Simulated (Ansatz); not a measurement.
Frozen-phonon scan for NaCl (rock salt)

Relaxed NaCl (rock salt):

```
CELL_PARAMETERS angstrom
      0.00000     5.69553     5.69553
      2.84776     2.84776     5.69553
      2.84776     2.84776     0.00000
ATOMIC_POSITIONS crystal
  Cl 0.00000 0.00000 0.00000
  Cl 0.50000 0.00000 0.00000
  Na 0.00000 0.50000 0.50000
  Na 0.50000 0.50000 0.50000
```

The atoms are displaced by Q × the pattern below (from a DFPT mode at X = (0.5, 0.5, 0.0), largest move 1; Q in Å), at fixed cell. It is one choice among 2 degenerate patterns. (q is in reciprocal vectors of the primitive cell; the cell shown is doubled to hold the pattern.)

```tsv
atom	x	y	z
Cl1	0.000	-0.748	0.000
Cl2	0.000	0.748	0.000
Na3	0.000	-1.000	0.000
Na4	0.000	1.000	0.000
```

Computed with PBE (plane waves to 420 eV, PAW, scalar-relativistic; Ansatz, a program for electronic structure). k mesh 10×10×10 (Γ-centred), Fermi-Dirac smearing 0.05 eV. E stands for the smeared free energy. Compression counts positive. NaCl was relaxed with its symmetry unable to fall. The zero of ΔE is the undisplaced structure.

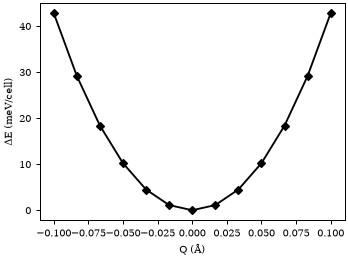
Fig. 1. ΔE (meV/cell) against Q (Å); one marker a computed point.

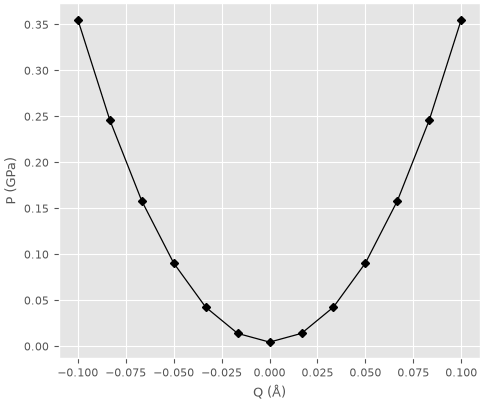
*P (GPa) against Q (Å); computed points joined by lines.*

The energy at Q = 0.100 Å comes out as 42.8 meV/cell. Wavenumber by perturbation theory (DFPT, on another k mesh): 160 cm⁻¹. Symmetry of the curve: even: the same for both signs. Harmonic wavenumber from the curvature (finite differences): 160 cm⁻¹. Space group of the distorted cell: Cmcm (No. 63), lowered from Fm-3m.

E″ = 8.04 eV/Å², M = Σ mᵢ|uᵢ|² = 85.7 u, ν̃ = 521.5·√(|E″|/M).

(A displaced cell: forces are minus the slopes of the energy, force constants its curvatures, and phonons follow from these.)
